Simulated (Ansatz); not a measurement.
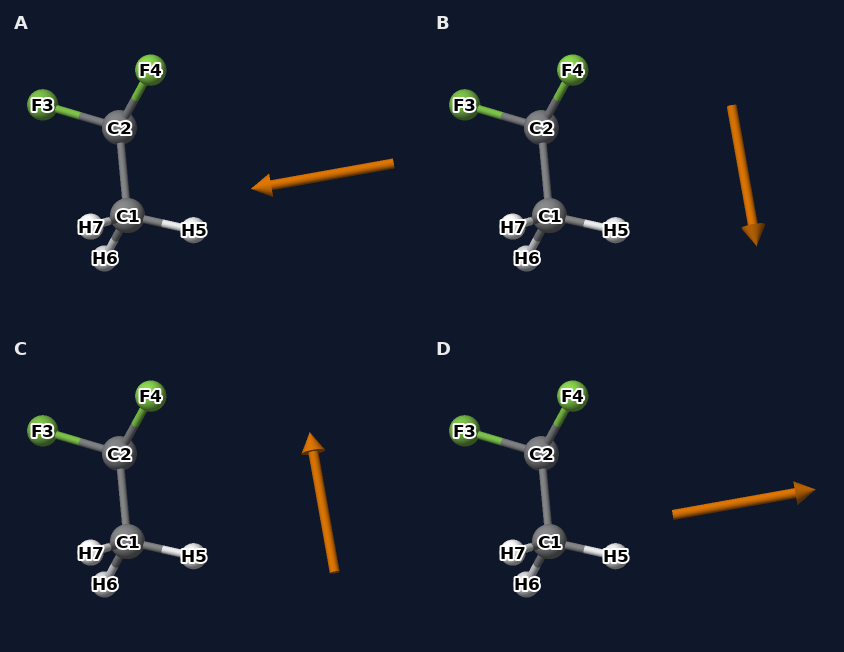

The same molecule four times, each with an arrow. Charge 0, doublet. Computed geometry: PBE-D4/def2-SVP optimisation. No frequency run is at hand to confirm it as a minimum. Properties computed with UKS PBE-D4/def2-SVP (Ansatz 0.2.0).

### Which arrow points along the dipole moment, from the negative to the positive end?

B. The dipole moment is 1.72 D; it points from the side of F3, F4 to the side of H5, H6 (the outermost atoms at the two ends).
